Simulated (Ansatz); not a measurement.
Input

```
crystal:
  periodic: [false, false, false]
  atoms:
    - { symbol: B, position_ang: [0.0205, -0.1862, -0.0948] }
    - { symbol: "N", position_ang: [0.1772, 1.6022, 0.0746] }
    - { symbol: C, position_ang: [-1.2511, -0.6966, 0.7028] }
    - { symbol: C, position_ang: [0.3555, -0.6454, -1.572] }
    - { symbol: H, position_ang: [1.2809, 1.3002, 0.7647] }
    - { symbol: S, position_ang: [1.8461, -0.3629, 1.1311] }
    - { symbol: H, position_ang: [0.3472, 2.1106, -0.7799] }
    - { symbol: H, position_ang: [-0.5309, 2.0402, 0.6429] }
    - { symbol: H, position_ang: [-1.3048, -1.7838, 0.722] }
    - { symbol: H, position_ang: [-2.1644, -0.3448, 0.2261] }
    - { symbol: H, position_ang: [-1.2785, -0.3567, 1.7366] }
    - { symbol: H, position_ang: [0.4502, -1.7268, -1.6353] }
    - { symbol: H, position_ang: [1.2864, -0.2225, -1.9433] }
    - { symbol: H, position_ang: [-0.4326, -0.3575, -2.2653] }
    - { symbol: H, position_ang: [1.1985, -0.3699, 2.2899] }
basis:
  gaussian: { orbitals: "6-31G*" }
hamiltonian:
  xc: revpbe
relax:
  f_tol: 0.15
  max_steps: 25
  restrain:
    - { distance: [0, 5], at: 1.89, k: 30.0 }
    - { distance: [4, 1], at: 1.02, k: 30.0 }
    - { distance: [0, 1], at: 2.85, k: 30.0 }
    - { distance: [4, 5], at: 2.66, k: 30.0 }
output:
  orbitals: {}
```

Run with:

```sh
ansatz run input.yaml --threads 2 --pin off --max-ram 3072MiB --backend cpu --events-out ev --progress --plain --runs-dir out
```

The fields are those of the run's last geometry, not of the input's.

Not at a stationary point (largest force 0.5 eV/Å).

All numbers below come from Ansatz 0.2.0, RKS revPBE/6-31G*.

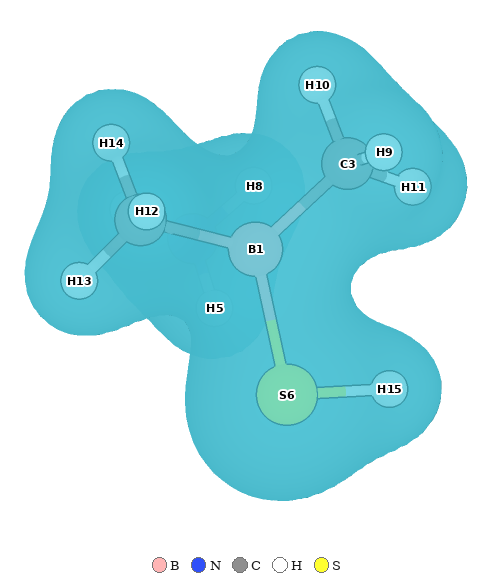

C₂H₇BS···NH₃. Isosurface of the electron density at 0.15 e/Å³ (cyan), seen from one side.

> How is the density connected at this value?

At this value the surface falls into two separate pieces. It bridges the sampled C–B (1.59 Å), B–S (1.87 Å) and N–H (1.02 Å) contacts, where the density stays above the isovalue. It is pinched off along the sampled B···H (2.46 Å) contacts. On the grid the lowest density along these lines, outside the cores, is 0.1 e/Å³ (B···H, 2.46 Å), 1.2 e/Å³ (C–B, 1.59 Å), 0.9 e/Å³ (B–S, 1.87 Å) and 2.2 e/Å³ (N–H, 1.02 Å).
